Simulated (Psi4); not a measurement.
# N2H (dinitrogen monohydride) at UPBE/def2-TZVP (sweep point 6)

Aim: the charge distribution of N2H (dinitrogen monohydride). 

The results are computed with Psi4 1.11.

4 further runs of the same task are left out: 4 set aside as unsound or not needed.

## Step 1: The structure to begin with

The species is N2H (3 atoms), meant as a doublet with charge 0. SMILES: `[N]=N`. Geometry: relaxed at GFN2-xTB.

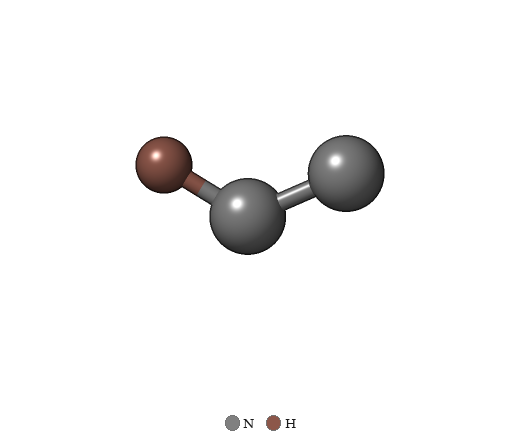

Viewed from a chosen angle; nitrogen grey, hydrogen brown.

## Step 2: The charge distribution at UPBE/def2-TZVP (sweep point 6)

Input file hn2.inp:

```
memory 1.6 GB

molecule {
  0 2
  N      1.35155102    -1.21025620     0.61457673
  N     -0.45950580    -0.35031743    -0.28863677
  H     -0.89202632     1.56057363    -0.32593996
  units bohr
  symmetry c1
}

set reference uks
set puream true
set scf_type pk
set dft_radial_points 99
set dft_spherical_points 590
set maxiter 150

energy_value, wavefunction = energy("pbe/def2-TZVP", return_wfn=True)
oeprop(wavefunction, "DIPOLE", "QUADRUPOLE", "MULLIKEN_CHARGES", "LOWDIN_CHARGES", title="PBE")
```

Started as:

```bash
$ psi4 -n 1 hn2.inp hn2.out
```

hn2.out:

```text
[...]
  Running in c1 symmetry.
[...]
  Nuclear repulsion =   27.754370123458202
[...]
  Multiplicity = 2
[...]
  Nalpha       = 8
  Nbeta        = 7
[...]
    Number of basis functions: 68
[...]
   @UKS iter   1:  -109.81974101107863   -2.12156e-01   8.16227e-03 ADIIS/DIIS
[...]
   @UKS iter   9:  -109.95499848945585   -4.34022e-08   6.93508e-07 DIIS
[...]
   @S^2 Observed:                7.527034124E-01
[...]
  @UKS Final Energy:  -109.95499848945585
   => Energetics <=
    Nuclear Repulsion Energy =             27.7543701234582016
    One-Electron Energy =                -203.4982901108742226
    Two-Electron Energy =                  79.7595168925115132
    DFT Exchange-Correlation Energy =     -13.9705953945513546
    Empirical Dispersion Energy =           0.0000000000000000
    VV10 Nonlocal Energy =                  0.0000000000000000
    Total Energy =                       -109.9549984894558463
[...]
 Multipole Moments:
 ------------------------------------------------------------------------------------
     Multipole            Electronic (a.u.)      Nuclear  (a.u.)        Total (a.u.)
 ------------------------------------------------------------------------------------
 L = 1.  Multiply by 2.5417464519 to convert [e a0] to [Debye]
 Dipole X            :          0.3164319           -0.6745231           -0.3580912
 Dipole Y            :         -0.4399403            1.1258897            0.6859494
 Dipole Z            :          0.0000000           -0.0000000            0.0000000
 Magnitude           :                                                    0.7737931
 L = 2.  Multiply by 1.3450342976 to convert [e a0^2] to [Debye ang]
 Quadrupole XX       :        -25.6276132           16.1946757           -9.4329375
 Quadrupole XY       :          8.6586028           -9.2524947           -0.5938920
[...]
  Mulliken Charges: (a.u.)
   Center  Symbol    Alpha    Beta     Spin     Total
       1     N     3.89277  3.23380  0.65896 -0.12657
       2     N     3.62921  3.45574  0.17346 -0.08495
       3     H     0.47803  0.31045  0.16757  0.21152
   Total alpha =  8.00000, Total beta =  7.00000, Total charge = -0.00000
  Lowdin Charges: (a.u.)
   Center  Symbol    Alpha    Beta     Spin     Total
       1     N     3.82390  3.23557  0.58833 -0.05947
       2     N     3.68968  3.38628  0.30340 -0.07596
       3     H     0.48642  0.37814  0.10828  0.13543
[...]
```

It took 6.9 s on 1 thread of Intel Xeon Platinum 8488C (Sapphire Rapids), shared host; peak memory 0.57 GiB.

Atomic charges (e):

```
atom  Löwdin  Mulliken
  N1  -0.059    -0.127
  N2  -0.076    -0.085
  H3  +0.135    +0.212
```

## Step 3: Outcome

At UPBE/def2-TZVP (sweep point 6):

```
                          quantity          value
                      total energy  -109.95500 Eh
                     dipole moment         1.97 D
HOMO energy (highest over α and β)       -4.44 eV
 LUMO energy (lowest over α and β)       -2.76 eV
                              ⟨S²⟩          0.753
```
